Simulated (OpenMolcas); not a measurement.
**C3H4 (propyne) at 6 levels**

Wanted: a comparison of 6 runs (B3LYP/6-31G*, B2PLYP/def2-SVPD, BHLYP/def2-SVPD, BLYP/def2-SVPD, SVWN5/def2-SVPD, MP2/def2-SVPD) of C3H4 (propyne). 

Program for the calculation: OpenMolcas 26.06.

## Step 1: The structure to begin with

C3H4 has 7 atoms, charge 0, and is taken as a singlet. SMILES: `C#CC`. The shape is that of a PBE0-D4/def2-TZVP optimisation.

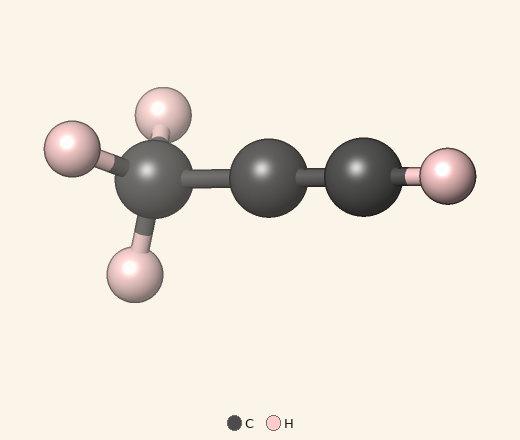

The structure, seen from a chosen angle (carbon dark grey, hydrogen pink).

## Step 2: Energy and gradient at B3LYP/6-31G(d) (spherical functions) (run 1)

job.inp reads:

```
* C3H4 Kohn-Sham DFT
&GATEWAY
BasLib=$CurrDir
Coord
7
angstrom
C       -1.347190      -0.669570      -0.791960
C       -0.396330      -0.196990      -0.233110
C        0.752130       0.373790       0.442180
H       -2.190260      -1.088470      -1.287720
H        1.261230       1.096880      -0.199350
H        0.449670       0.887820       1.357540
H        1.470770      -0.403460       0.712420
Basis=6-31Gs
Group=NoSym
&SEWARD
GridInput
Grid=UltraFine
End of Grid
&SCF
KSDFT=B3LYP
Thresholds=1e-10 1e-07 1e-07 1e-05
PrOrbitals=1
&ALASKA
```

The basis set 6-31G* is read from a file made from the Basis Set Exchange's data (not shown).

Launch:

```bash
$ export MOLCAS_MEM=1860
$ pymolcas job.inp > job.log
```

Log:

```text
--- Start Module: gateway ---
[...]
--- Stop Module: gateway /rc=_RC_ALL_IS_WELL_ ---
[...]
      Basis functions           50
[...]
--- Start Module: scf ---
[...]
       Convergence after  13 Iterations
[...]
::    Total KS-DFT energy                            -116.6504266270
[...]
      Total spin, S                                     0.0000000000
[...]
      Total electronic charge=   22.000000
      Total            charge=   -0.000000
[...]
      Dipole Moment (debye):
      Origin of the operator (angstrom)=   -0.2722   -0.1353   -0.1601
                   X=  5.3919E-01               Y=  2.6808E-01               Z=  3.1693E-01           Total=  6.8047E-01
      Quadrupole Moment (debye*angstrom):
[...]
--- Stop Module: scf /rc=_RC_ALL_IS_WELL_ ---
[...]
--- Start Module: alaska ---
[...]
 *              Molecular gradients               *
 **************************************************
  Irreducible representation: a
 ------------------------------------------------------------------------------------------
                              X                       Y                       Z
 ------------------------------------------------------------------------------------------
  C1                1.15284383185816E-02    5.72635331045745E-03    6.78641236808097E-03
  C2               -5.81386338263279E-03   -2.88940253959957E-03   -3.42837655387074E-03
  C3               -1.89973181707792E-03   -9.45894801100966E-04   -1.11091416814357E-03
  H4                1.15257479746855E-03    5.75088960856895E-04    6.74800618142735E-04
  H5               -2.08127069574093E-03   -2.03034444434524E-03    7.71952106235929E-04
  H6               -3.58517166017536E-04   -1.58928784358903E-03   -2.53163886621444E-03
  H7               -2.52763005458378E-03    1.15348735729004E-03   -1.16223550421979E-03
 ------------------------------------------------------------------------------------------
--- Stop Module: alaska /rc=_RC_ALL_IS_WELL_ ---
[...]
```

Wall time 15 s (1 thread of Arm Neoverse V1, shared host); peak memory 0.38 GiB.

## Step 3: The energy at B2PLYP/def2-SVPD (run 2)

run.inp reads:

```
&GATEWAY
  BasLib
  $CurrDir
  Coord
  7
  angstrom
  C       -1.347190      -0.669570      -0.791960
  C       -0.396330      -0.196990      -0.233110
  C        0.752130       0.373790       0.442180
  H       -2.190260      -1.088470      -1.287720
  H        1.261230       1.096880      -0.199350
  H        0.449670       0.887820       1.357540
  H        1.470770      -0.403460       0.712420
  Basis
  def2-SVPD
  Group
  NoSym

&SEWARD
  GridInput
  Grid=UltraFine
  End of Grid

&SCF
  KSDFT
  B2PLYP_SCF
  Thresholds
  1e-10 1e-07 1e-07 1e-05
  PrOrbitals
  1 2

&MBPT2
  Frozen
  3
```

The basis set def2-SVPD is read from a file made from the Basis Set Exchange's data (not shown).

Launch:

```bash
$ export MOLCAS_MEM=1860
$ pymolcas run.inp > run.log
```

Log:

```text
--- Start Module: gateway ---
[...]
--- Stop Module: gateway /rc=_RC_ALL_IS_WELL_ ---
[...]
      Basis functions           92
[...]
--- Start Module: scf ---
[...]
       Convergence after  12 Iterations
[...]
::    Total KS-DFT energy                            -116.3044498587
[...]
      Total spin, S                                     0.0000000000
[...]
      Total electronic charge=   22.000000
      Total            charge=   -0.000000
[...]
      Dipole Moment (debye):
      Origin of the operator (angstrom)=   -0.2722   -0.1353   -0.1601
                   X=  6.0969E-01               Y=  3.0312E-01               Z=  3.5842E-01           Total=  7.6946E-01
      Quadrupole Moment (debye*angstrom):
[...]
--- Stop Module: scf /rc=_RC_ALL_IS_WELL_ ---
[...]
--- Start Module: mbpt2 ---
[...]
 ###    WARNING: MP2 implementation intended for RHF references only         ###
 ###############################################################################
MBPT2 WARNING: Reference function according to RunFile:KS-DFT
I'll assume you know what you're doing and continue
WARNING!
Default frozen orbitals as non valence orbitals is overwritten by user input.
Default values:   3
[...]
       Reference weight ( Cref**2 )         =        0.79867
::    Total MBPT2 energy                             -116.8167224878
[...]
      Total MBPT2 calculations                           0.26      0.29
--- Stop Module: mbpt2 /rc=_RC_ALL_IS_WELL_ ---
[...]
```

Wall time 25 s (1 thread of Arm Neoverse V1, shared host); peak memory 0.51 GiB.

Runs 3 to 5 aren't shown in full; the table further down has their settings and results.

## Step 4: A single-point energy at MP2/def2-SVPD (run 6)

calc.input reads:

```
&gateway
  baslib
  $CurrDir
  coord
  7
  angstrom
  C       -1.347190      -0.669570      -0.791960
  C       -0.396330      -0.196990      -0.233110
  C        0.752130       0.373790       0.442180
  H       -2.190260      -1.088470      -1.287720
  H        1.261230       1.096880      -0.199350
  H        0.449670       0.887820       1.357540
  H        1.470770      -0.403460       0.712420
  basis
  def2-SVPD
  group
  NoSym

&seward

&scf
  thresholds
  1e-10 1e-07 1e-07 1e-05
  prorbitals
  1

&mbpt2
  frozen
  3
```

The basis set def2-SVPD is read from a file made from the Basis Set Exchange's data (not shown).

Launch:

```bash
$ export MOLCAS_MEM=1860
$ pymolcas calc.input > calc.log
```

Log:

```text
--- Start Module: gateway ---
[...]
--- Stop Module: gateway /rc=_RC_ALL_IS_WELL_ ---
[...]
      Basis functions           92
[...]
--- Start Module: scf ---
[...]
       Convergence after  14 Iterations
[...]
::    Total SCF energy                               -115.7837802714
[...]
      Total spin, S                                     0.0000000000
[...]
      Total electronic charge=   22.000000
      Total            charge=   -0.000000
[...]
      Dipole Moment (debye):
      Origin of the operator (angstrom)=   -0.2722   -0.1353   -0.1601
                   X=  5.8745E-01               Y=  2.9208E-01               Z=  3.4534E-01           Total=  7.4140E-01
      Quadrupole Moment (debye*angstrom):
[...]
--- Stop Module: scf /rc=_RC_ALL_IS_WELL_ ---
[...]
--- Start Module: mbpt2 ---
[...]
WARNING!
Default frozen orbitals as non valence orbitals is overwritten by user input.
Default values:   3
[...]
       Reference weight ( Cref**2 )         =        0.86487
::    Total MBPT2 energy                             -116.1964854670
[...]
      Total MBPT2 calculations                           0.25      0.30
--- Stop Module: mbpt2 /rc=_RC_ALL_IS_WELL_ ---
[...]
```

It took 7.8 s on 1 thread of Arm Neoverse V1, shared host; peak memory 0.51 GiB.

## Step 5: The series

| run | level | task | frozen core orbitals | energy (Eh) | dipole moment (D) of the reference | HOMO energy (eV) | LUMO energy (eV) | wall time |
| --- | --- | --- | --- | --- | --- | --- | --- | --- |
| 1 | B3LYP/6-31G* (spherical functions) | gradient | – | -116.650427 | 0.68 | -7.07 | 1.75 | 15 s |
| 2 | B2PLYP/def2-SVPD | energy | 3 | -116.442763 | 0.77 | -8.77 | 1.40 | 25 s |
| 3 | BHLYP/def2-SVPD | gradient | – | -116.495036 | 0.77 | -8.84 | 1.21 | 31 s |
| 4 | BLYP/def2-SVPD | gradient | – | -116.515033 | 0.81 | -6.35 | 0.11 | 35 s |
| 5 | SVWN5/def2-SVPD | gradient | – | -115.466160 | 0.90 | -6.65 | 0.07 | 25 s |
| 6 | MP2/def2-SVPD | energy | 3 | -116.196485 | 0.74 | -10.54 | 2.60 | 7.8 s |

## Step 6: Summary of results

| quantity | value |
| --- | --- |
| run 6: total energy | -116.19649 Eh |
| run 6: dipole moment (mean-field density) | 0.74 D |
| run 6: HOMO energy (Hartree–Fock orbitals) | -10.54 eV |
| run 6: LUMO energy (Hartree–Fock orbitals) | 2.60 eV |
| run 6: HOMO–LUMO gap (Hartree–Fock orbitals) | 13.14 eV |
| run 6: correlation energy (3 core orbitals frozen) | -412.7 mEh |

In words: Over runs 1, 2, 3, 4, 5 the dipole moment (its size) runs from 0.68 D (B3LYP/6-31G*) to 0.90 D (SVWN5/def2-SVPD). The two ends differ in method and basis. Over runs 1, 2, 3, 4, 5 the HOMO–LUMO gap runs from 6.46 eV (BLYP/def2-SVPD) to 10.17 eV (B2PLYP/def2-SVPD). A double hybrid's value is that of its SCF part. For B2PLYP the log adds the whole second-order term; the table takes 0.27 of it, as the functional is defined. Totals of different functionals can't be ranked against each other. All runs together took 2.3 min, the longest 35 s.
